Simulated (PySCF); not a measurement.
## A study: C$_{6}$H$_{7}$B, SMILES `B1C=CC=CC=C1`

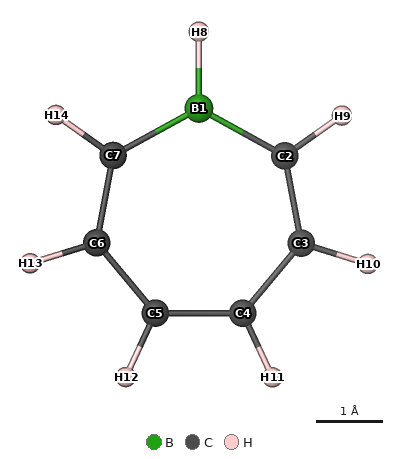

The molecule, with its atoms numbered as below. No frequency check shows the geometry to be a minimum.

Geometry (Å), atoms numbered from 1:

```
B1       0.0005   -1.7320    0.0000
C2      -1.3420   -1.0082    0.0000
C3      -1.5990    0.3304    0.0000
C4      -0.6831    1.4065    0.0000
C5       0.6825    1.4068    0.0000
C6       1.5988    0.3311    0.0000
C7       1.3424   -1.0076    0.0000
H8       0.0008   -2.9086    0.0000
H9      -2.2351   -1.6279    0.0000
H10     -2.6395    0.6463    0.0000
H11     -1.1470    2.3875    0.0000
H12      1.1459    2.3880    0.0000
H13      2.6392    0.6474    0.0000
H14      2.2358   -1.6269    0.0000
```

### 1. Bonding charge

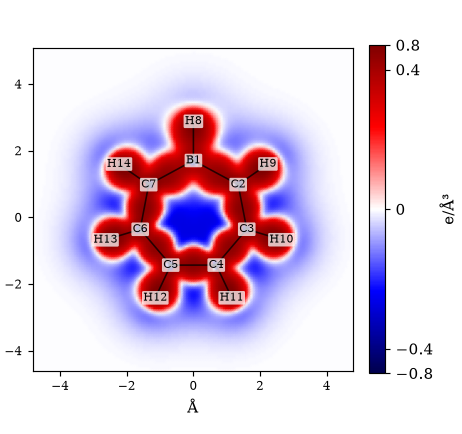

Deformation density (molecule less spherical, spin-averaged free atoms) in the molecular plane; colour scale in e/Å³, logarithmic beyond ±0.1; red: gain, blue: loss.

Level of theory: ωB97X/6-311+G** (PySCF), at a geometry from GFN2-xTB.

Q: Describe the bonding that the map shows.

A: C3–H10 and C6–H13: +0.76 e/Å³ at the bond critical point (bond length 1.09 Å). C4–H11 and C5–H12: +0.76 e/Å³ at the bond critical point (bond length 1.08 Å). C2–H9 and C7–H14: +0.74 e/Å³ at the bond critical point (bond length 1.09 Å). C2–C3 and C6–C7: +0.68 e/Å³ at the bond critical point (bond length 1.36 Å). C4–C5: +0.67 e/Å³ at the bond critical point (bond length 1.37 Å). C3–C4 and C5–C6: +0.63 e/Å³ at the bond critical point (bond length 1.41 Å). B1–H8: +0.47 e/Å³ at the bond critical point (bond length 1.18 Å). B1–C7 and B1–C2: +0.44 e/Å³ at the bond critical point (bond length 1.52 Å). In all, 3.7 electrons gather in the regions of gain relative to the promolecule.

### 2. Bond critical points

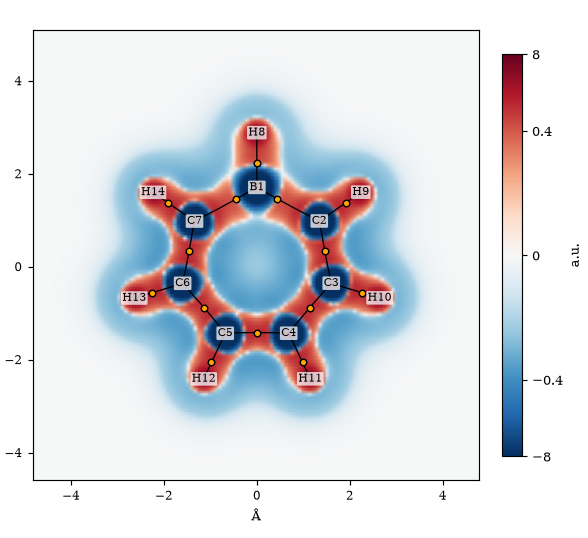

Negative Laplacian of the density (−∇²ρ) in the molecular plane (red positive, blue negative, colour scale in a.u., logarithmic beyond ±0.04), with bond paths and bond critical points (dots).

Q: At which bond critical points in this plane is charge locally concentrated, and at which depleted?

A: Concentrated (∇²ρ < 0): C2–C3 and C6–C7 (−0.96 a.u.); C4–C5 (−0.94 a.u.); C3–C4 and C5–C6 (−0.86 a.u.); C4–H11 and C5–H12 (−0.99 a.u.); C3–H10 and C6–H13 (−0.99 a.u.); C2–H9 and C7–H14 (−0.96 a.u.); B1–C7 and B1–C2 (−0.06 a.u.); B1–H8 (−0.23 a.u.). At none is it depleted.

Q: Where along B1–C7 does the critical point lie?

A: 0.50 Å from B1 and 1.02 Å from C7.

### 3. Electrostatic potential

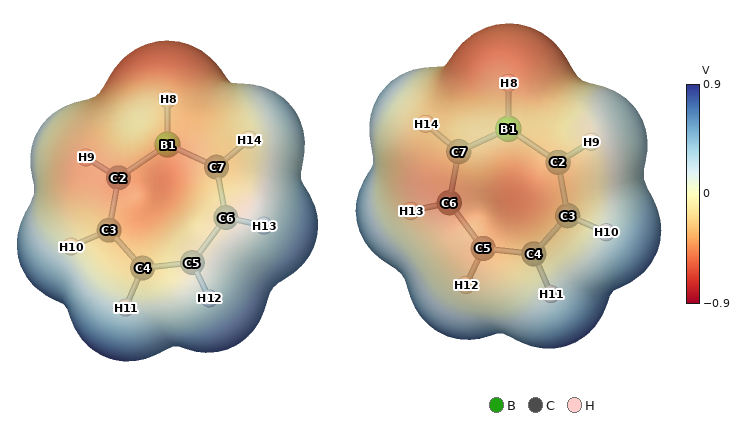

Electrostatic potential on the surface of electron density 0.001 a.u. (back view left, front view right).

Q: Where are the extremes of the potential on the surface?

A: Highest: 0.87 V, 1.3 Å from H12, and at like points elsewhere. Further maxima include 0.43 V, 1.4 Å from H9. Lowest: −0.55 V, off the molecular plane, over B1 (2.4 Å), and at like points elsewhere. The surface is sampled at points, so like sites can differ by a few per cent and only the strongest of them is named.

Q: What volume does the surface enclose, and what is the dipole moment?

A: About 143 Å³; the dipole moment is 2.1 D.

The PySCF run shown took 18 s on 1 thread of Intel(R) Xeon(R) 6975P-C (Granite Rapids), with other jobs on the host.
